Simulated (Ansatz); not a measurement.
SiH3Cl2O: geometry relaxation (part 1 of 2)

The run: geometry relaxation of SiH3Cl2O, multiplicity 2. Method and program: UKS BHLYP-D4/def2-SVP (Ansatz 0.2.0).

The input holds or restrains some coordinates. It belongs to a series of runs on one base structure; here: pulled along the bonds that form and break, towards end B. Figures and captions count atoms from 1; the log counts them from 0 in places.

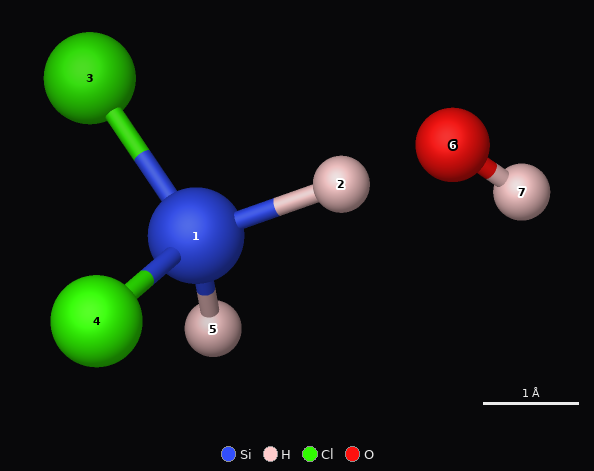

The starting structure (ball-and-stick view, seen at a tilt; atoms are numbered from 1 in the order of the input). Bond lengths as drawn: Cl–Si 2.13 Å, H–O 1.01 Å and H–Si 1.46 to 1.71 Å.

Results in brief:

```csv
quantity,value
outcome,converged under the restraints of the input
total energy,−35007.1721 eV
mean-field energy,−35006.9329 eV
⟨S²⟩,0.753
"largest force (length of the vector) at the end, held atoms and coordinates included",1.034 eV/Å
hardware,"2 threads of Arm Neoverse V1, 24 GiB of memory available, shared host"
wall time,71 s (CPU time 2.3 min)
peak memory,0.24 GiB
```

Input file:
```yaml
crystal:
  periodic: [false, false, false]
  atoms:
    - { symbol: Si, position_ang: [0.0, 0.0, 0.0] }
    - { symbol: H, position_ang: [0.0, 0.0, 1.71] }
    - { symbol: Cl, position_ang: [2.0086, 0.0, -0.7093] }
    - { symbol: Cl, position_ang: [-1.0032, 1.7381, -0.7093] }
    - { symbol: H, position_ang: [-0.6877, -1.1914, -0.4862] }
    - { symbol: O, position_ang: [0.0, 0.0, 3.02] }
    - { symbol: H, position_ang: [-0.5144, -0.8011, 3.3571] }
magnetization:
  spin_polarized: true
  initial_magnetization: 1
basis:
  gaussian: { orbitals: def2-SVP }
hamiltonian:
  xc: { name: BHLYP }
  dispersion: d4
relax:
  f_tol: 0.15
  max_steps: 25
  restrain:
    - { distance: [1, 5], at: 1.01, k: 30.0 }
    - { distance: [0, 1], at: 2.66, k: 30.0 }
output:
  orbitals: {}
```

Launch command:
```bash
ansatz run input.yaml --threads 2 --pin off --max-ram 3072MiB --backend cpu --events-out ev --progress --plain --runs-dir out
```

Log:
```
The last accepted step is kept in [file] (removed where the run ends without a failure and the disk answers)
Engine: ansatz 0.2.0, aarch64-unknown-linux-gnu
Functional definition: BHLYP
  parameter a = 0.5
  exchange = (1 - a)*b88_x + a*exact_x
  correlation = lyp_c
828 factors; integrals over basis functions are off by at most 3.9e-4 eV
mean field evaluation 1: about -35000.5729 eV, gradient 3.2e1 eV
mean field evaluation 2: about -34993.5798 eV, gradient 5.3e1 eV
mean field evaluation 4: about -35005.4156 eV, gradient 2.2e0 eV
mean field evaluation 8: about -35005.4756 eV, gradient 1.5e-1 eV
mean field evaluation 16: about -35005.4761 eV, gradient 1.8e-4 eV
mean field -35005.47606718 eV, -1286.4275179051 hartree, gradient 5.1e-5 eV, S^2 0.769725; 2 other end points of the search recorded, 0 dependent functions left out
the calculation of the forces begins
reference -35005.47622679 eV, -1286.4275237707 hartree; 30, 29 occupied and 53, 54 virtual orbitals, 828 factors
relax step   1: F+E_penalty+E_count = -35005.69115066 eV  Δ(F+E_penalty+E_count) = +0.000e0 eV  max|allowed force component| = 1.542e0 eV/Å  E_restraint = 14.88750000 eV  max|allowed force component, restraints' pulls added| = 3.838e1 eV/Å  Δτ_max = 0.0000 Å  (45 SCF iters, accepted)
  distance H 1 - O 5 = 1.3100 Å
  distance Si 0 - H 1 = 1.7100 Å
these checks for a lower state are left out or cut short: starts, cluster_reference, orbital_swaps, neighbouring_geometries, increment
828 factors; integrals over basis functions are off by at most 8.6e-4 eV
mean field -35006.02554919 eV, -1286.4477109963 hartree, gradient 1.9e-5 eV, S^2 0.757067; 0 other end points of the search recorded, 0 dependent functions left out
[... from here on the field's lines of each further geometry are left out, up to the last ...]
relax step   2: F+E_penalty+E_count = -35006.24670973 eV  Δ(F+E_penalty+E_count) = -5.556e-1 eV  max|allowed force component| = 4.064e0 eV/Å  E_restraint = 5.38602246 eV  max|allowed force component, restraints' pulls added| = 2.506e1 eV/Å  Δτ_max = 0.1913 Å  (36 SCF iters, accepted)
relax step   3: F+E_penalty+E_count = -35006.50105349 eV  Δ(F+E_penalty+E_count) = -2.543e-1 eV  max|allowed force component| = 4.396e0 eV/Å  E_restraint = 1.25290377 eV  max|allowed force component, restraints' pulls added| = 7.577e0 eV/Å  Δτ_max = 0.1948 Å  (32 SCF iters, accepted)
relax step   4: F+E_penalty+E_count = -35006.66027083 eV  Δ(F+E_penalty+E_count) = -1.592e-1 eV  max|allowed force component| = 1.754e0 eV/Å  E_restraint = 0.07858642 eV  max|allowed force component, restraints' pulls added| = 2.195e0 eV/Å  Δτ_max = 0.1944 Å  (30 SCF iters, accepted)
relax step   5: F+E_penalty+E_count = -35006.91326266 eV  Δ(F+E_penalty+E_count) = -2.530e-1 eV  max|allowed force component| = 1.378e0 eV/Å  E_restraint = 0.02730295 eV  max|allowed force component, restraints' pulls added| = 1.608e0 eV/Å  Δτ_max = 0.2000 Å  (32 SCF iters, accepted)
relax step   6: F+E_penalty+E_count = -35006.91707545 eV  Δ(F+E_penalty+E_count) = -3.813e-3 eV  max|allowed force component| = 1.456e0 eV/Å  E_restraint = 0.01233772 eV  max|allowed force component, restraints' pulls added| = 7.157e-1 eV/Å  Δτ_max = 0.0974 Å  (26 SCF iters, accepted)
relax step   7: F+E_penalty+E_count = -35006.93990275 eV  Δ(F+E_penalty+E_count) = -2.283e-2 eV  max|allowed force component| = 9.350e-1 eV/Å  E_restraint = 0.01922647 eV  max|allowed force component, restraints' pulls added| = 2.025e-1 eV/Å  Δτ_max = 0.1094 Å  (30 SCF iters, accepted)
relax step   8: F+E_penalty+E_count = -35006.95011006 eV  Δ(F+E_penalty+E_count) = -1.021e-2 eV  max|allowed force component| = 5.770e-1 eV/Å  E_restraint = 0.02865954 eV  max|allowed force component, restraints' pulls added| = 7.358e-1 eV/Å  Δτ_max = 0.0509 Å  (28 SCF iters, accepted)
relax step   9: F+E_penalty+E_count = -35006.76151943 eV  Δ(F+E_penalty+E_count) = +1.886e-1 eV  max|allowed force component| = 3.194e0 eV/Å  E_restraint = 0.01195981 eV  max|allowed force component, restraints' pulls added| = 3.416e0 eV/Å  Δτ_max = 0.1958 Å  (32 SCF iters, rejected (line search))
relax step  10: F+E_penalty+E_count = -35006.95356329 eV  Δ(F+E_penalty+E_count) = -3.453e-3 eV  max|allowed force component| = 1.150e0 eV/Å  E_restraint = 0.01150192 eV  max|allowed force component, restraints' pulls added| = 5.702e-1 eV/Å  Δτ_max = 0.0979 Å  (30 SCF iters, accepted)
relax step  11: F+E_penalty+E_count = -35006.96524680 eV  Δ(F+E_penalty+E_count) = -1.168e-2 eV  max|allowed force component| = 1.001e0 eV/Å  E_restraint = 0.01415285 eV  max|allowed force component, restraints' pulls added| = 3.529e-1 eV/Å  Δτ_max = 0.0405 Å  (27 SCF iters, accepted)
relax step  12: F+E_penalty+E_count = -35006.98011738 eV  Δ(F+E_penalty+E_count) = -1.487e-2 eV  max|allowed force component| = 8.366e-1 eV/Å  E_restraint = 0.01757932 eV  max|allowed force component, restraints' pulls added| = 1.508e-1 eV/Å  Δτ_max = 0.0510 Å  (28 SCF iters, accepted)
relax step  13: F+E_penalty+E_count = -35006.90431466 eV  Δ(F+E_penalty+E_count) = +7.580e-2 eV  max|allowed force component| = 2.511e0 eV/Å  E_restraint = 0.00571990 eV  max|allowed force component, restraints' pulls added| = 2.997e0 eV/Å  Δτ_max = 0.1934 Å  (31 SCF iters, rejected (line search))
relax step  14: F+E_penalty+E_count = -35006.99507713 eV  Δ(F+E_penalty+E_count) = -1.496e-2 eV  max|allowed force component| = 8.763e-1 eV/Å  E_restraint = 0.01317101 eV  max|allowed force component, restraints' pulls added| = 3.431e-1 eV/Å  Δτ_max = 0.0967 Å  (30 SCF iters, accepted)
relax step  15: F+E_penalty+E_count = -35007.00007835 eV  Δ(F+E_penalty+E_count) = -5.001e-3 eV  max|allowed force component| = 1.213e0 eV/Å  E_restraint = 0.00699365 eV  max|allowed force component, restraints' pulls added| = 7.060e-1 eV/Å  Δτ_max = 0.0982 Å  (30 SCF iters, accepted)
relax step  16: F+E_penalty+E_count = -35007.01724567 eV  Δ(F+E_penalty+E_count) = -1.717e-2 eV  max|allowed force component| = 1.260e0 eV/Å  E_restraint = 0.00821254 eV  max|allowed force component, restraints' pulls added| = 9.590e-1 eV/Å  Δτ_max = 0.1435 Å  (30 SCF iters, accepted)
relax step  17: F+E_penalty+E_count = -35006.94843791 eV  Δ(F+E_penalty+E_count) = +6.881e-2 eV  max|allowed force component| = 2.906e0 eV/Å  E_restraint = 0.00243837 eV  max|allowed force component, restraints' pulls added| = 3.224e0 eV/Å  Δτ_max = 0.1915 Å  (32 SCF iters, rejected (line search))
relax step  18: F+E_penalty+E_count = -35007.05470584 eV  Δ(F+E_penalty+E_count) = -3.746e-2 eV  max|allowed force component| = 1.186e0 eV/Å  E_restraint = 0.01170758 eV  max|allowed force component, restraints' pulls added| = 4.193e-1 eV/Å  Δτ_max = 0.0957 Å  (30 SCF iters, accepted)
relax step  19: F+E_penalty+E_count = -35007.07152660 eV  Δ(F+E_penalty+E_count) = -1.682e-2 eV  max|allowed force component| = 1.201e0 eV/Å  E_restraint = 0.01239084 eV  max|allowed force component, restraints' pulls added| = 3.734e-1 eV/Å  Δτ_max = 0.1000 Å  (29 SCF iters, accepted)
relax step  20: F+E_penalty+E_count = -35007.07289323 eV  Δ(F+E_penalty+E_count) = -1.367e-3 eV  max|allowed force component| = 2.029e0 eV/Å  E_restraint = 0.00316604 eV  max|allowed force component, restraints' pulls added| = 1.659e0 eV/Å  Δτ_max = 0.1464 Å  (30 SCF iters, accepted)
relax step  21: F+E_penalty+E_count = -35007.09582403 eV  Δ(F+E_penalty+E_count) = -2.293e-2 eV  max|allowed force component| = 1.964e0 eV/Å  E_restraint = 0.00581138 eV  max|allowed force component, restraints' pulls added| = 1.625e0 eV/Å  Δτ_max = 0.1725 Å  (31 SCF iters, accepted)
relax step  22: F+E_penalty+E_count = -35007.11004997 eV  Δ(F+E_penalty+E_count) = -1.423e-2 eV  max|allowed force component| = 1.452e0 eV/Å  E_restraint = 0.01050534 eV  max|allowed force component, restraints' pulls added| = 7.990e-1 eV/Å  Δτ_max = 0.1931 Å  (31 SCF iters, accepted)
relax step  23: F+E_penalty+E_count = -35007.13088651 eV  Δ(F+E_penalty+E_count) = -2.084e-2 eV  max|allowed force component| = 1.288e0 eV/Å  E_restraint = 0.01140166 eV  max|allowed force component, restraints' pulls added| = 7.253e-1 eV/Å  Δτ_max = 0.1338 Å  (30 SCF iters, accepted)
relax step  24: F+E_penalty+E_count = -35007.16236558 eV  Δ(F+E_penalty+E_count) = -3.148e-2 eV  max|allowed force component| = 9.311e-1 eV/Å  E_restraint = 0.01912085 eV  max|allowed force component, restraints' pulls added| = 1.729e-1 eV/Å  Δτ_max = 0.1372 Å  (31 SCF iters, accepted)
the calculation of the forces begins
reference -35006.93292122 eV, -1286.4810563033 hartree; 30, 29 occupied and 53, 54 virtual orbitals, 830 factors
relax step  25: F+E_penalty+E_count = -35007.17196506 eV  Δ(F+E_penalty+E_count) = -9.599e-3 eV  max|allowed force component| = 8.738e-1 eV/Å  E_restraint = 0.02024119 eV  max|allowed force component, restraints' pulls added| = 8.074e-2 eV/Å  Δτ_max = 0.0549 Å  (27 SCF iters, accepted)
  distance H 1 - O 5 = 0.9748 Å
  distance Si 0 - H 1 = 2.6705 Å
830 factors; integrals over basis functions are off by at most 6.7e-4 eV
mean field evaluation 192: about -35006.9328 eV, gradient 2.4e-4 eV
```

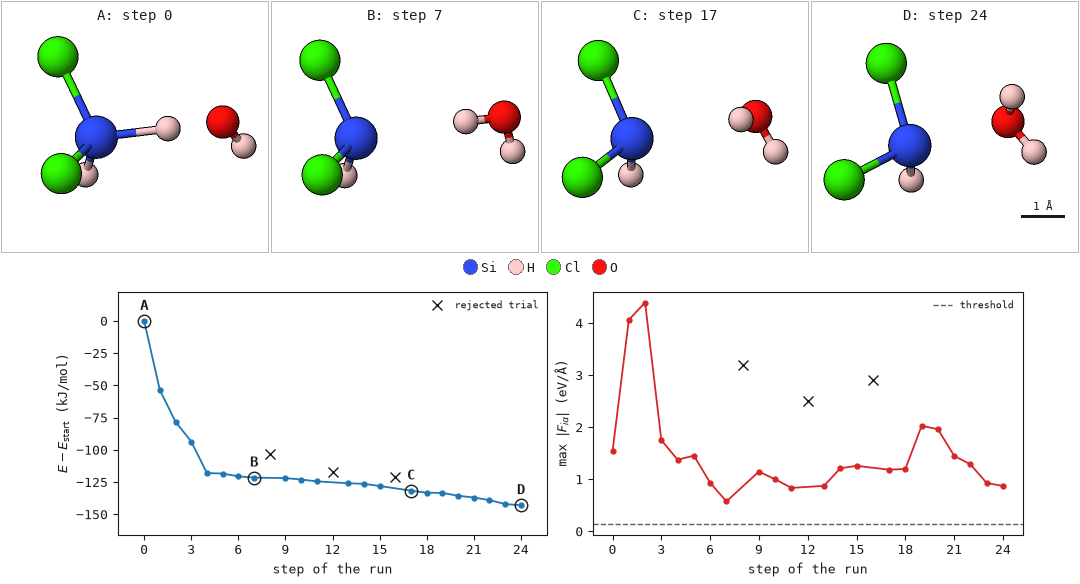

Frames of the restrained relaxation (ball-and-stick view, seen at a tilt) above the curves, on which the letters mark them (the first geometry is step 0 here and step 1 in the log).

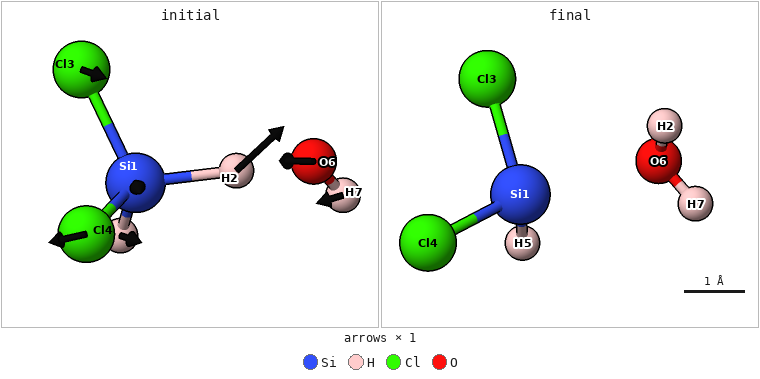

Before (left) and after (right) the restrained relaxation, at one scale (ball-and-stick view, seen at a tilt). The black arrows give the displacements, at true length. H2 moves most after the best rigid fit: 1.12 Å. By element the largest moves are H 1.12 Å, O 0.95 Å, Cl 0.71 Å, Si 0.39 Å. Distances before and after: Si1–H2 1.710 → 2.670 Å, H2–O6 1.310 → 0.975 Å, Si1–Cl3 2.130 → 2.075 Å, O6–H7 1.010 → 0.956 Å. New bonds form: H2–O6 (1.31 → 0.97 Å). Among the angles that change: Cl4–Si1–H5 109.5° → 105.3°, Cl3–Si1–Cl4 109.5° → 107.3°. Over 24 geometry steps the energy falls by 142.9 kJ/mol. The largest force component goes from 1.5 to 0.87 eV/Å. The line search rejected the trial steps at points 8, 12, 16 (counted from 0) and went back. (Atoms are counted from 1 in the order of the input.)
